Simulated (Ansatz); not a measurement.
# LaScSb (I4/mmm): the equilibrium volume, part 2 of 2

Aim: the volume at which the pressure of LaScSb (I4/mmm) vanishes.

Ansatz 0.2.0; DFT PBEsol, scalar-relativistic, plane waves, PAW. The steps go on from the part before.

## (3) Full relaxation

input.yaml reads:

```yaml
crystal:
  lattice:
    - [-2.28510836, 2.28510836, 8.40051871]
    - [2.28510836, -2.28510836, 8.40051871]
    - [2.28510836, 2.28510836, -8.40051871]
  atoms:
    - { symbol: La, position: [0.82526661, 0.82526661, 0.0] }
    - { symbol: La, position: [0.17473339, 0.17473339, 0.0] }
    - { symbol: Sb, position: [0.62371165, 0.62371165, 0.0] }
    - { symbol: Sb, position: [0.37628835, 0.37628835, 0.0] }
    - { symbol: Sc, position: [0.0, 0.5, 0.5] }
    - { symbol: Sc, position: [0.5, 0.0, 0.5] }
basis:
  ecutwfc: 420
kpoints:
  mp_grid: { grid: [10, 10, 10] }
hamiltonian:
  xc: pbesol
scf:
  occupations: { method: gaussian, width: 0.05 }
output:
  forces: true
  stress: true
  eigenvalues: true
relax:
  adjacent_minimum: "off"
  f_tol: 0.005
  max_steps: 80
  cell: { stress_tol: 0.05 }
```

The run is started by

```bash
ansatz run input.yaml --threads 8 --pin off --max-ram 14336MiB --backend cpu --events-out ev --progress --plain --runs-dir out
```

Log:

```text
Warning: RAYON_NUM_THREADS=8 ignored (pool sized by the plan → 8); use --threads N
basis.fft_grid_basis auto: the FFT boxes are laid along the combinations [[1, 0, 1], [0, 1, 1], [0, 0, 1]] of the cell's own vectors, 4.570, 4.570 and 9.001 Å long. The dense box has 32×32×64 points. Along the cell's own vectors, as sized, it would have 64×64×64, 4.00 times as many. Of the 16 symmetry operations that the crystal satisfies within crystal.symmetry.tolerance (time reversal apart; of a slab, those that keep its plane) the dense box along the cell's own vectors carries 16, and the one as laid loses 12 of those. basis.fft_grid_basis: typed keeps the cell's own vectors: state it where this run's energies or levels are differenced outside the engine with another run's, or held beside a run that keeps those vectors.
Engine: ansatz 0.2.0, aarch64-unknown-linux-gnu
Pseudopotentials: kind: paw
Pseudopotential: La, paw, valence charge 11, recommended cutoff 420 eV (normal), La.paw.azcp
Pseudopotential: Sb, paw, valence charge 15, recommended cutoff 420 eV (normal), Sb.paw.azcp
Pseudopotential: Sc, paw, valence charge 11, recommended cutoff 420 eV (normal), Sc.paw.azcp
Functional definition: PBEsol
  exchange = pbesol_x
  correlation = pbesol_c
Crystal: 6 atoms, lattice volume = 175.461 Å³
Basis set: ecut = 420 eV, 3445 PW (Γ), FFT grids on a1+a3, a2+a3, a3, exchange–correlation on 64×64×128 points (8 copies of the dense FFT grid, shifted against one another)
Bands: 45, of which v1, the nominal top of the filled ones, is band 37 counted from 1 (36 counted from 0)
Symmetry: 16 space group operations
Space group: I4/mmm (ITA 139), of the structure as read, at distance tolerance 5.6e-5 Å
k-points: 102 of 1000
Non-local potential: La, projectors of the file, l = 0: 3, l = 1: 2, l = 2: 2, l = 3: 3
Non-local potential: Sb, projectors of the file, l = 0: 2, l = 1: 2, l = 2: 2, l = 3: 2
Non-local potential: Sc, projectors of the file, l = 0: 3, l = 1: 2, l = 2: 3, l = 3: 1
PAW form: soft (Blöchl's): semilocal exchange-correlation on the pseudo side does not see the compensation charge
PAW frozen core: La, regenerated for the run's functional, and the local potential with it (the file was generated under x = pbe(κ = 0.804, μ = 0.2195149727645171), c = pbe(β = 0.06672455060314922))
PAW frozen core: Sb, regenerated for the run's functional, and the local potential with it (the file was generated under x = pbe(κ = 0.804, μ = 0.2195149727645171), c = pbe(β = 0.06672455060314922))
PAW frozen core: Sc, regenerated for the run's functional, and the local potential with it (the file was generated under x = pbe(κ = 0.804, μ = 0.2195149727645171), c = pbe(β = 0.06672455060314922))
PAW one-centre angular grid: La, 590 points (default); XC on 64 Gauss nodes
PAW one-centre angular grid: Sb, 590 points (default); XC on 64 Gauss nodes
PAW one-centre angular grid: Sc, 590 points (default); XC on 64 Gauss nodes
Initial density: superposition of atomic densities (neutral atoms: chi_scale 0, normalization atom), corrected by the library's trained network
Initial wavefunctions: pseudopotential atomic-orbital guess
Functional: x = pbesol(κ = 0.804, μ = 0.12345679012345678), c = pbesol(β = 0.046)
SCF iter   1: F=—  HF=-29366.803258 eV  |F-HF|=—  |Δ(HF+E_count)|=         —  Δρ=4.81e-3  dr2=9.49e-2  ethr=1.77e-3  ⟨swp⟩=9.1  Hψ=22236  notcnv=0
preconditioner: auto → Kerker (q_TF=auto, 2.363 Å⁻¹)  [metal: Δε(μ)=0.005 eV  Ē_g=4.283 eV  σ=0.050 eV  W_gap=0.05  n_scr=42 (ndim 8)  ℏωp=13.1 eV  f_vac=0.000  D(μ)=9.25/eV (n_scr^D=80)]
SCF iter   2: F=—  HF=-29366.795568 eV  |F-HF|=—  |Δ(HF+E_count)|=   7.69e-3  Δρ=2.60e-3  dr2=1.70e-2  ethr=1.28e-4  ⟨swp⟩=3.6  Hψ=7044  notcnv=0  defer=204
SCF iter   3: F=—  HF=-29366.793253 eV  |F-HF|=—  |Δ(HF+E_count)|=   2.32e-3  Δρ=1.35e-3  dr2=7.61e-3  ethr=2.30e-5  ⟨swp⟩=2.8  Hψ=7951  notcnv=0  defer=204
SCF iter   4: F=—  HF=-29366.792098 eV  |F-HF|=—  |Δ(HF+E_count)|=   1.15e-3  Δρ=2.89e-4  dr2=3.32e-4  ethr=1.03e-5  ⟨swp⟩=2.1  Hψ=5792  notcnv=0  defer=204
SCF iter   5: F=—  HF=-29366.792062 eV  |F-HF|=—  |Δ(HF+E_count)|=   3.61e-5  Δρ=1.23e-4  dr2=8.33e-5  ethr=4.49e-7  ⟨swp⟩=2.0  Hψ=7182  notcnv=0  defer=204
SCF iter   6: F=—  HF=-29366.792194 eV  |F-HF|=—  |Δ(HF+E_count)|=   1.32e-4  Δρ=2.84e-5  dr2=5.16e-6  ethr=1.13e-7  ⟨swp⟩=1.9  Hψ=5936  notcnv=0  defer=216
SCF iter   7: F=—  HF=-29366.792194 eV  |F-HF|=—  |Δ(HF+E_count)|=   1.43e-7  Δρ=6.30e-6  dr2=1.35e-7  ethr=6.98e-9  ⟨swp⟩=2.0  Hψ=6741  notcnv=0  defer=216
SCF iter   8: F=-29366.792194 eV  HF=-29366.792194 eV  |F-HF|=3.42e-9  |Δ(HF+E_count)|=   6.96e-9  Δρ=1.79e-6  dr2=6.97e-9  ethr=1.35e-10  ⟨swp⟩=15.8  Hψ=22231  notcnv=0
SCF 1 converged in 8 iterations: F = -29366.792194 eV  dr2 = 6.97e-9
relax step   1: F+E_penalty+E_count = -29366.79219369 eV  Δ(F+E_penalty+E_count) = +0.000e0 eV  max|allowed force component| = 1.564e-1 eV/Å  Δτ_max = 0.0000 Å  P = -3.512 GPa  Ω = 175.461 Å³  (8 SCF iters, dr2 threshold 1.00e-7 eV, accepted)
Crystal: 6 atoms, lattice volume = 159.875 Å³
Basis set: ecut = 420 eV, 3123 PW (Γ), FFT grids on a1+a3, a2+a3, a3, exchange–correlation on 64×64×128 points (8 copies of the dense FFT grid, shifted against one another)
Initial density: handed on by an earlier stage of this run
Initial wavefunctions: those handed on with the density
iter 1 solved again at ethr=5.07e-5 eV; its pass at ethr=3.10e-3 eV (dr2=3.75e-2 eV) is discarded
SCF iter   1: F=—  HF=-29366.872548 eV  |F-HF|=—  |Δ(HF+E_count)|=         —  Δρ=3.45e-3  dr2=4.56e-2  ethr=5.07e-5  ⟨swp⟩=2.5  Hψ=32429  notcnv=0
preconditioner: auto → Kerker (q_TF=auto, 2.400 Å⁻¹)  [metal: Δε(μ)=0.005 eV  Ē_g=9.040 eV  σ=0.050 eV  W_gap=0.06  n_scr=42 (ndim 8)  ℏωp=17.1 eV  f_vac=0.000  D(μ)=8.31/eV (n_scr^D=78)]
SCF iter   2: F=—  HF=-29366.863116 eV  |F-HF|=—  |Δ(HF+E_count)|=   9.43e-3  Δρ=1.96e-3  dr2=1.28e-2  ethr=5.07e-5  ⟨swp⟩=2.7  Hψ=6528  notcnv=0
SCF iter   3: F=—  HF=-29366.859294 eV  |F-HF|=—  |Δ(HF+E_count)|=   3.82e-3  Δρ=8.89e-4  dr2=5.09e-3  ethr=1.73e-5  ⟨swp⟩=2.0  Hψ=5880  notcnv=0
SCF iter   4: F=—  HF=-29366.858786 eV  |F-HF|=—  |Δ(HF+E_count)|=   5.07e-4  Δρ=1.75e-4  dr2=8.38e-5  ethr=6.87e-6  ⟨swp⟩=2.2  Hψ=5938  notcnv=0
SCF iter   5: F=—  HF=-29366.858966 eV  |F-HF|=—  |Δ(HF+E_count)|=   1.80e-4  Δρ=6.69e-5  dr2=1.29e-5  ethr=1.13e-7  ⟨swp⟩=2.2  Hψ=8077  notcnv=0
SCF iter   6: F=—  HF=-29366.858963 eV  |F-HF|=—  |Δ(HF+E_count)|=   3.02e-6  Δρ=2.30e-5  dr2=3.00e-6  ethr=1.74e-8  ⟨swp⟩=2.5  Hψ=8296  notcnv=0
SCF iter   7: F=-29366.858963 eV  HF=-29366.858963 eV  |F-HF|=2.97e-8  |Δ(HF+E_count)|=   3.84e-7  Δρ=3.77e-6  dr2=3.32e-8  ethr=8.11e-10  ⟨swp⟩=8.7  Hψ=24439  notcnv=0
the search or the solves at the SCF's close seem to have found levels that the self-consistency loop had missed (the run counts 3). By its estimate they hold under 1e-12 electrons; where the run keeps them, the occupations were computed again with them
SCF 2 converged in 7 iterations: F = -29366.858963 eV  dr2 = 3.32e-8
relax step   2: F+E_penalty+E_count = -29366.85896292 eV  Δ(F+E_penalty+E_count) = -6.677e-2 eV  max|allowed force component| = 6.216e-2 eV/Å  Δτ_max = 0.0095 Å  P = +2.684 GPa  Ω = 159.875 Å³  energy of the carried Pulay correction = +1.598e-3 eV  (7 SCF iters, dr2 threshold 6.00e-7 eV, accepted)
Crystal: 6 atoms, lattice volume = 166.373 Å³
Basis set: ecut = 420 eV, 3275 PW (Γ), FFT grids on a1+a3, a2+a3, a3, exchange–correlation on 64×64×128 points (8 copies of the dense FFT grid, shifted against one another)
iter 1 solved again at ethr=2.13e-5 eV; its pass at ethr=3.10e-3 eV (dr2=1.57e-2 eV) is discarded
SCF iter   1: F=—  HF=-29366.910050 eV  |F-HF|=—  |Δ(HF+E_count)|=         —  Δρ=1.61e-3  dr2=1.70e-2  ethr=2.13e-5  ⟨swp⟩=2.1  Hψ=31282  notcnv=0
preconditioner: auto → Kerker (q_TF=auto, 2.384 Å⁻¹)  [metal: Δε(μ)=0.002 eV  Ē_g=9.034 eV  σ=0.050 eV  W_gap=0.03  n_scr=42 (ndim 8)  ℏωp=16.8 eV  f_vac=0.000  D(μ)=8.62/eV (n_scr^D=80)]
SCF iter   2: F=—  HF=-29366.907670 eV  |F-HF|=—  |Δ(HF+E_count)|=   2.38e-3  Δρ=9.66e-4  dr2=3.86e-3  ethr=2.13e-5  ⟨swp⟩=1.2  Hψ=4611  notcnv=0
SCF iter   3: F=—  HF=-29366.906766 eV  |F-HF|=—  |Δ(HF+E_count)|=   9.04e-4  Δρ=4.98e-4  dr2=1.72e-3  ethr=5.22e-6  ⟨swp⟩=2.2  Hψ=7655  notcnv=0
SCF iter   4: F=—  HF=-29366.906641 eV  |F-HF|=—  |Δ(HF+E_count)|=   1.25e-4  Δρ=8.06e-5  dr2=1.47e-5  ethr=2.32e-6  ⟨swp⟩=2.0  Hψ=5532  notcnv=0
SCF iter   5: F=—  HF=-29366.906799 eV  |F-HF|=—  |Δ(HF+E_count)|=   1.58e-4  Δρ=3.19e-5  dr2=3.05e-6  ethr=1.99e-8  ⟨swp⟩=2.1  Hψ=7977  notcnv=0
SCF iter   6: F=-29366.906799 eV  HF=-29366.906799 eV  |F-HF|=8.97e-8  |Δ(HF+E_count)|=   2.65e-7  Δρ=6.78e-6  dr2=1.58e-7  ethr=8.11e-10  ⟨swp⟩=9.5  Hψ=24656  notcnv=0
SCF 3 converged in 6 iterations: F = -29366.906799 eV  dr2 = 1.58e-7
relax step   3: F+E_penalty+E_count = -29366.90679893 eV  Δ(F+E_penalty+E_count) = -4.784e-2 eV  max|allowed force component| = 6.806e-3 eV/Å  Δτ_max = 0.0094 Å  P = -0.229 GPa  Ω = 166.373 Å³  energy of the carried Pulay correction = +9.143e-4 eV  (6 SCF iters, dr2 threshold 6.00e-7 eV, accepted)
Crystal: 6 atoms, lattice volume = 165.854 Å³
iter 1 solved again at ethr=1.01e-7 eV; its pass at ethr=3.10e-3 eV (dr2=7.45e-5 eV) is discarded
SCF iter   1: F=—  HF=-29366.907236 eV  |F-HF|=—  |Δ(HF+E_count)|=         —  Δρ=1.37e-4  dr2=1.25e-4  ethr=1.01e-7  ⟨swp⟩=2.9  Hψ=28045  notcnv=0
preconditioner: auto → Kerker (q_TF=auto, 2.385 Å⁻¹)  [metal: Δε(μ)=0.009 eV  Ē_g=9.031 eV  σ=0.050 eV  W_gap=0.10  n_scr=42 (ndim 8)  ℏωp=16.8 eV  f_vac=0.000  D(μ)=8.60/eV (n_scr^D=80)]
SCF iter   2: F=—  HF=-29366.907255 eV  |F-HF|=—  |Δ(HF+E_count)|=   1.95e-5  Δρ=7.19e-5  dr2=1.79e-5  ethr=1.01e-7  ⟨swp⟩=2.0  Hψ=5519  notcnv=0
SCF iter   3: F=—  HF=-29366.907251 eV  |F-HF|=—  |Δ(HF+E_count)|=   4.71e-6  Δρ=3.49e-5  dr2=8.23e-6  ethr=2.42e-8  ⟨swp⟩=2.0  Hψ=7311  notcnv=0
SCF iter   4: F=—  HF=-29366.907249 eV  |F-HF|=—  |Δ(HF+E_count)|=   1.42e-6  Δρ=6.99e-6  dr2=1.73e-7  ethr=1.11e-8  ⟨swp⟩=2.0  Hψ=6242  notcnv=0
SCF iter   5: F=-29366.907249 eV  HF=-29366.907249 eV  |F-HF|=2.53e-8  |Δ(HF+E_count)|=   2.28e-8  Δρ=2.92e-6  dr2=3.62e-8  ethr=1.98e-10  ⟨swp⟩=8.0  Hψ=20592  notcnv=0
SCF 4 converged in 5 iterations: F = -29366.907249 eV  dr2 = 3.62e-8
relax step   4: F+E_penalty+E_count = -29366.90724928 eV  Δ(F+E_penalty+E_count) = -4.503e-4 eV  max|allowed force component| = 4.930e-4 eV/Å  Δτ_max = 0.0004 Å  P = -0.013 GPa  Ω = 165.854 Å³  energy of the carried Pulay correction = +9.679e-4 eV  (5 SCF iters, dr2 threshold 1.47e-7 eV, accepted)
Basis set: ecut = 420 eV, 3275 PW (Γ), FFT grids on a1+a3, a2+a3, a3, exchange–correlation on 60×60×120 points (8 copies of the dense FFT grid, shifted against one another)
Initial wavefunctions: pseudopotential atomic-orbital guess (no wavefunctions were taken with the density)
iter 1 solved again at ethr=5.53e-7 eV; its pass at ethr=3.10e-3 eV (dr2=4.09e-4 eV) is discarded
SCF iter   1: F=—  HF=-29366.906305 eV  |F-HF|=—  |Δ(HF+E_count)|=         —  Δρ=4.46e-5  dr2=4.49e-7  ethr=5.53e-7  ⟨swp⟩=3.7  Hψ=34882  notcnv=0
eigensolver tolerance schedule: the retry pair's looser diagonalisation over-reported the residual by 909.25 of it (diagonalisation noise at 0.19 of the residual, at the tolerance the schedule requests for it); recorded, not acted on — ethr = c·dr2/N_el stays at c = 1.0e-1
preconditioner: auto → Kerker (q_TF=auto, 2.385 Å⁻¹)  [metal: Δε(μ)=0.008 eV  Ē_g=9.032 eV  σ=0.050 eV  W_gap=0.09  n_scr=42 (ndim 8)  ℏωp=16.8 eV  f_vac=0.000  D(μ)=8.61/eV (n_scr^D=80)]
SCF iter   2: F=—  HF=-29366.906216 eV  |F-HF|=—  |Δ(HF+E_count)|=   8.97e-5  Δρ=2.36e-5  dr2=1.69e-7  ethr=6.07e-10  ⟨swp⟩=3.0  Hψ=9848  notcnv=0
SCF iter   3: F=—  HF=-29366.906216 eV  |F-HF|=—  |Δ(HF+E_count)|=   1.58e-7  Δρ=5.55e-6  dr2=1.21e-7  ethr=2.28e-10  ⟨swp⟩=2.0  Hψ=5819  notcnv=0
SCF iter   4: F=—  HF=-29366.906216 eV  |F-HF|=—  |Δ(HF+E_count)|=   2.94e-9  Δρ=1.14e-6  dr2=9.11e-9  ethr=1.63e-10  ⟨swp⟩=1.5  Hψ=4638  notcnv=0
SCF iter   5: F=—  HF=-29366.906216 eV  |F-HF|=—  |Δ(HF+E_count)|=  5.09e-10  Δρ=2.60e-7  dr2=1.97e-10  ethr=1.23e-11  ⟨swp⟩=2.0  Hψ=6745  notcnv=0
SCF iter   6: F=-29366.906216 eV  HF=-29366.906216 eV  |F-HF|=1.09e-11  |Δ(HF+E_count)|=  3.27e-11  Δρ=6.59e-8  dr2=1.22e-11  ethr=1.00e-12  ⟨swp⟩=9.7  Hψ=20425  notcnv=0
SCF 5 converged in 6 iterations: F = -29366.906216 eV  dr2 = 1.22e-11
relax step   5: F+E_penalty+E_count = -29366.90621578 eV  Δ(F+E_penalty+E_count) = +1.034e-3 eV  max|allowed force component| = 4.644e-4 eV/Å  Δτ_max = 0.0000 Å  P = -0.012 GPa  Ω = 165.854 Å³  stress off target by 1.69e-2 GPa  SCF on the basis re-selected at this cell (its energy is not comparable with the rows above)  (6 SCF iters)
basis re-selected at this cell: Δ(F+E_penalty+E_count) = +1.034e-3 eV, ΔP = +0.002 GPa vs the last step (what re-selecting the basis moved, of the pressure what is left beyond the Pulay correction that the steps carried, after the strain that the cell walked since its last selection, with what the two solves' SCF thresholds leave and, on support functions, any second-order correction that the steps lacked; it is no measure of the basis error at this ecutwfc). The dense FFT grid was sized anew with the basis: this SCF ran on 30×30×60 points, the steps before it on 32×32×64, so part of this shift can come from that change (see relax.cell in the input reference). This SCF's stress stands 1.69e-2 GPa from its target on what of the cell is left free (relax.cell.stress_tol is 5.00e-2 GPa) and its largest allowed force component is 4.64e-4 eV/Å (relax.f_tol is 5.00e-3 eV/Å): within both
SCF converged after 6 iterations
Free energy (F): -29366.906216 eV
Harris-Foulkes:  -29366.906216 eV  (|F-HF|=1.09e-11)
Internal energy: -29366.895455 eV  (E = F + TS)
E sigma→0 (E₀):  -29366.900835 eV
Entropy (-TS):   -0.010761 eV (-1.794 meV/atom)
Fermi energy:    11.535472 eV
--- Per-component energies (eV) ---
  E_band       = -657.169212
  E_kinetic    = 1327.801388
  E_local      = -5757.388267  (includes V_loc(G=0)·N_el)
  E_nonlocal   = 1092.815914
  E_hartree    = 2393.200335
  E_xc         = -761.571180
  E_vxc        = -749.257068  (∫ρ·V_xc dr)
  E_paw        = -21524.684933  (= ΣΔE_a)
  E_vpaw       = -1357.541890  (= ΣTr[D̂ρ^β])
  E_aug_tail   = 0.000016  (compensation charges beyond the density's cutoff)
  E_ewald      = -6138.329510
  E_core_change = 1.260783  (= ΣΔE_core)
  E_smearing   = -0.010761  (= −TS)
  E_closure    = 0.000000  (closes the sum)
  Σ components = -29366.906216   (vs F -29366.906216, Δ=0.00e0)
--- Forces (eV/Å), atoms counted from 1 ---
  atom   1  La     0.00000000     0.00000000     0.00004157
  atom   2  La     0.00000000     0.00000000    -0.00004157
  atom   3  Sb     0.00000000     0.00000000     0.00046445
  atom   4  Sb    -0.00000000    -0.00000000    -0.00046445
  atom   5  Sc     0.00000000     0.00000000     0.00000000
  atom   6  Sc     0.00000000     0.00000000     0.00000000
  max |Σ_I F_I| component: 2.60e-18 eV/Å
--- Stress (GPa, compression-positive) ---
       -0.008880       0.000000      -0.000000
        0.000000      -0.008880       0.000000
       -0.000000       0.000000      -0.016935
  P = ⅓ Tr σ = -0.0116 GPa (-0.116 kbar)
--- Band table (eV; the first three rows and the last of 102) ---
  k-point 0: bands = ["-37.9550", "-37.8967", "-21.2036", "-21.1500", "-17.0683", "-17.0683", "-17.0393", "-17.0130", "-17.0128", "-17.0063", "-17.0049", "-17.0049", "-17.0028", "-16.9972", "-16.7595", "-16.7261", "-16.7261", "-16.6502", "-16.4967", "-16.4967", "-5.0207", "-4.9609", "-4.9609", "-4.8083", "-4.7737", "-4.7737", "1.3761", "2.2230", "7.1697", "9.2645", "9.4865", "9.4865", "9.6542", "9.9279", "9.9279", "10.5434", "10.9390", "11.2452", "11.8932", "12.1824", "12.1824", "13.1257", "13.1413", "13.1870", "13.1870"]
  k-point 1: bands = ["-37.9522", "-37.8994", "-21.1994", "-21.1508", "-17.0662", "-17.0614", "-17.0396", "-17.0137", "-17.0131", "-17.0100", "-17.0061", "-17.0048", "-17.0024", "-16.9974", "-16.7506", "-16.7336", "-16.7078", "-16.6529", "-16.5237", "-16.4936", "-5.0256", "-5.0027", "-4.9802", "-4.8016", "-4.7852", "-4.7706", "1.5095", "2.2923", "7.3079", "9.0942", "9.1528", "9.3758", "9.4130", "9.4355", "10.0476", "10.7635", "11.3593", "11.5247", "11.8382", "11.8485", "12.2840", "13.0745", "13.1050", "13.1177", "13.1813"]
  k-point 2: bands = ["-37.9448", "-37.9066", "-21.1886", "-21.1532", "-17.0604", "-17.0459", "-17.0407", "-17.0217", "-17.0150", "-17.0134", "-17.0056", "-17.0039", "-17.0018", "-16.9978", "-16.7554", "-16.7288", "-16.6601", "-16.6576", "-16.5917", "-16.4840", "-5.0564", "-5.0463", "-5.0305", "-4.8444", "-4.8158", "-4.7332", "1.8071", "2.4163", "7.6787", "8.4173", "8.6816", "8.7979", "9.2396", "9.2479", "10.2727", "11.1118", "11.4359", "11.6176", "11.7563", "12.2100", "12.5717", "12.9476", "13.0201", "13.1252", "13.1615"]
  k-point 101: bands = ["-37.9550", "-37.8967", "-21.2043", "-21.1493", "-17.0686", "-17.0686", "-17.0393", "-17.0129", "-17.0128", "-17.0046", "-17.0046", "-17.0028", "-17.0027", "-17.0008", "-16.7595", "-16.7262", "-16.7262", "-16.6502", "-16.4967", "-16.4967", "-5.0046", "-4.9591", "-4.9591", "-4.8292", "-4.7755", "-4.7755", "1.6286", "1.9476", "7.0406", "9.2983", "9.2983", "9.4125", "9.9050", "10.2047", "10.2147", "10.2147", "11.2544", "11.6947", "11.6949", "12.5155", "12.5155", "12.7247", "12.7247", "12.7306", "13.1105"]
--- Relaxed structure (4 steps of the walk, 4 accepted, 1 SCFs on fresh bases) ---
  F+E_penalty+E_count = -29366.90621578 eV   max|allowed force component| = 4.644e-4 eV/Å   (the final SCF, on the basis selected at the relaxed cell)
  cell:  # Å, volume = 165.8543 Å³
    - [-2.241543596809001, 2.241543596809001, 8.252249722259231]
    - [2.241543596809001, -2.241543596809001, 8.252249722259231]
    - [2.241543596809001, 2.241543596809001, -8.252249722259231]
  atoms:
    - { symbol: La, position: [0.8260705452325644, 0.8260705452325644, 1.5148447820069062e-34] }
    - { symbol: La, position: [0.1739294547674356, 0.1739294547674356, -2.7288265875025703e-34] }
    - { symbol: Sb, position: [0.6233102554676195, 0.6233102554676195, -3.4724667603338156e-34] }
    - { symbol: Sb, position: [0.3766897445323802, 0.3766897445323802, -2.4132276358189e-34] }
    - { symbol: Sc, position: [3.0921515618089925e-21, 0.5, 0.5] }
    - { symbol: Sc, position: [0.5, 3.092151561809121e-21, 0.5] }
```

It took 46 s on 8 threads of Arm Neoverse V1, shared host; peak memory 1.2 GiB.

How the relaxation went:

```
step  energy from step 1 (meV/atom)  largest force component (eV/Å)  pressure (GPa)  volume (Å³/atom)
   1                            0.0                           0.156           -3.51            29.243
   2                          -11.1                           0.062            2.68            26.646
   3                          -19.1                           0.007           -0.23            27.729
   4                          -19.2                           0.000           -0.01            27.642
   5                          -19.0                           0.000           -0.01            27.642
```

Step 1 is the start. Step 5 repeats the geometry before it on a plane-wave basis chosen anew for the final cell, which shifts the energy by +0.2 meV/atom. The run keeps the 16 symmetry operations that it found, so it can't reach a distortion that breaks them.

Result: volume 27.642 Å³/atom, pressure -0.01 GPa, no gap.

## (4) The cell, before and after

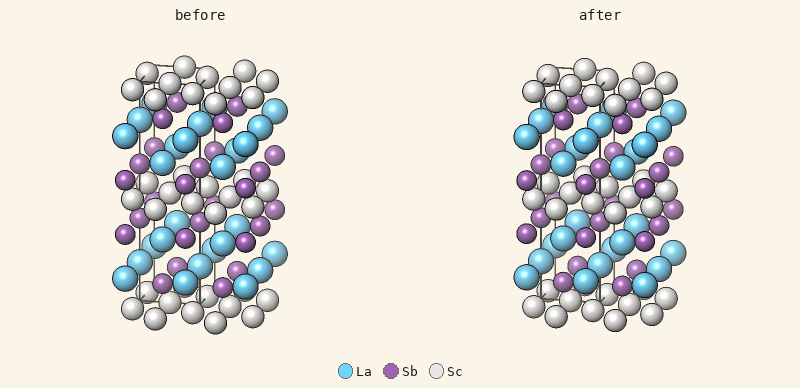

Before and after, drawn at the same scale. Drawn in the start's conventional cell.

The cell before and after:

| cell as typed | before | after | change |
| --- | --- | --- | --- |
| a (Å) | 9.001 | 8.840 | -1.8 % |
| b (Å) | 9.001 | 8.840 | -1.8 % |
| c (Å) | 9.001 | 8.840 | -1.8 % |
| α (°) | 150.59 | 150.62 | +0.04° |
| β (°) | 150.59 | 150.62 | +0.04° |
| γ (°) | 42.08 | 42.03 | -0.06° |
| volume (Å³/atom) | 29.243 | 27.642 | -5.5 % |
| shortest distance (Å) | 3.089 | 3.028 | -2.0 % |
| space group | I4/mmm | I4/mmm | same |

## (5) Outcome

The summary covers parts 1 to 2. Changes of volume or cell count from the first structure of part 1.

```
         quantity                                                                       value
           volume                                                              27.642 Å³/atom
         pressure                                                                   -0.01 GPa
conventional cell  a = 4.483 Å, b = 4.483 Å, c = 16.504 Å, α = 90.00°, β = 90.00°, γ = 90.00°
  gap on the mesh                                                                none (metal)
```

What this shows: From the first run shown, the volume went from 29.24 to 27.64 Å³/atom (-5.5 %) in 2 runs, where the pressure is zero within 0.01 GPa. Spin–orbit coupling is left out, though the cell holds La; it can open a gap where p bands cross.
